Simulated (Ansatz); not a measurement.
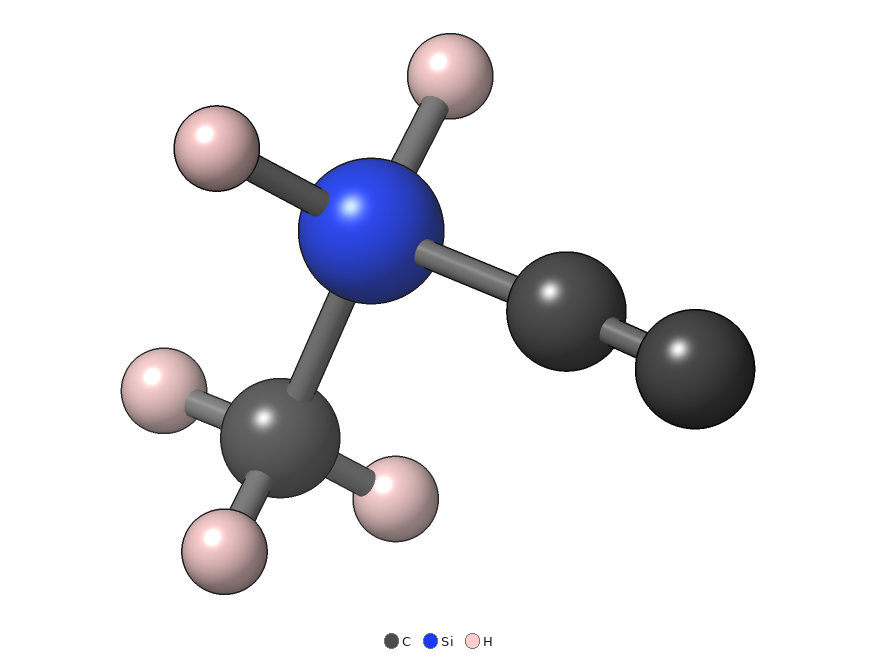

A ball-and-stick model of a molecule.

Charge 0, doublet. Computed geometry: PBE0-D4/def2-TZVP optimisation.

Identify the structure.

It has 9 atoms: 3 carbon, 5 hydrogen and 1 silicon (C₃H₅Si). As SMILES it reads `[C]#C[SiH2]C`. It has no ring. Among its groups: Si–H bond. The point group is Cs. It is an open-shell species. Coordination: 1 C linear; 1 Si tetrahedral; 1 C tetrahedral.

The parts below concern this one geometry. Atoms keep their numbers from picture to picture.

**Geometry**

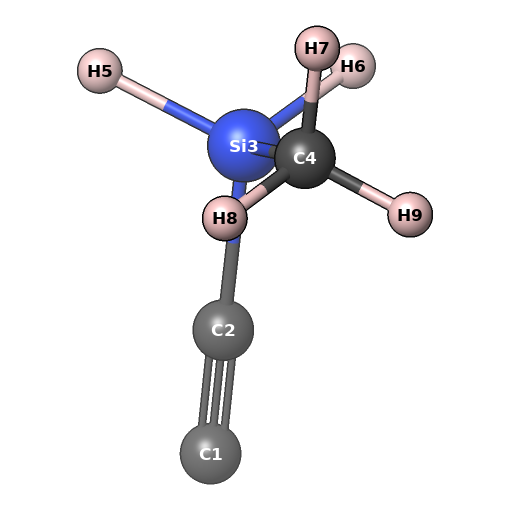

Si3 lies behind C4. The molecule seen a little off the C4–Si3 bond, C4 in front. Atoms fade into the background with distance from the viewer.

Question: What is the torsion angle H7–C4–Si3–C2? The sign is positive where the front bond must turn clockwise to cover the back bond.

Answer: 180°, antiperiplanar (anti). The bonds about C4–Si3 are staggered.

**Vibrations**

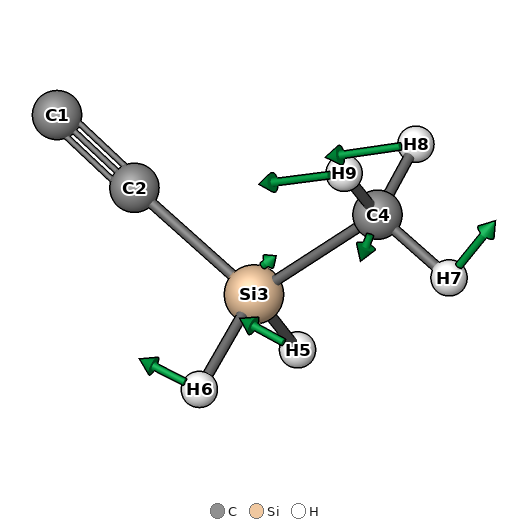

The arrows show one normal mode. Harmonic vibrations computed with UKS PBE0-D4/def2-TZVP (Ansatz 0.2.0) at a stationary point of the same level.

Question: At what wavenumber does it lie?

Answer: 751 cm⁻¹; it is mode 9 of 21 counted from the lowest.

**Levels of theory compared**

Program: Ansatz 0.2.0.

At this fixed geometry, give dipole (D) at these levels: B3LYP-D4/def2-TZVPP; PBE-D4/def2-TZVPP; PBE0-D4/def2-TZVP; r2SCAN-D4/def2-TZVPP; ωB97M-V/def2-TZVPP.

```
               level  dipole (D)
 B3LYP-D4/def2-TZVPP        1.37
   PBE-D4/def2-TZVPP        1.51
   PBE0-D4/def2-TZVP        1.36
r2SCAN-D4/def2-TZVPP        1.38
  ωB97M-V/def2-TZVPP        1.31
```

**Charges**

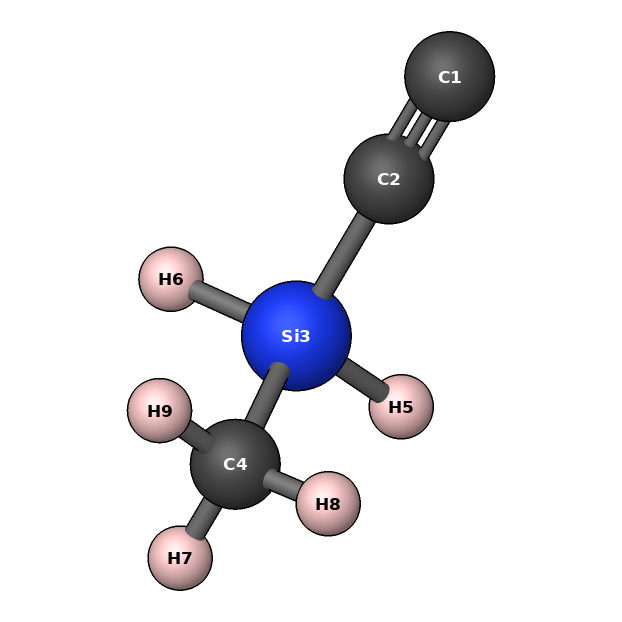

The questions are on Mulliken charges. Level of theory: UKS PBE-D4/def2-TZVPP (Ansatz 0.2.0).

Question: Which atom carries the highest charge (most positive or least negative)?

Answer: Si3 (0.30 e).

Question: And the lowest?

Answer: C4 (−0.36 e).

List the Mulliken charges.

```
atom  value (e)
  C1       0.00
  C2      −0.17
 Si3       0.30
  C4      −0.36
  H5      −0.05
  H6      −0.05
  H7       0.11
  H8       0.12
  H9       0.12
```

Mulliken values depend strongly on the basis set and can even reverse the polarity of a bond.
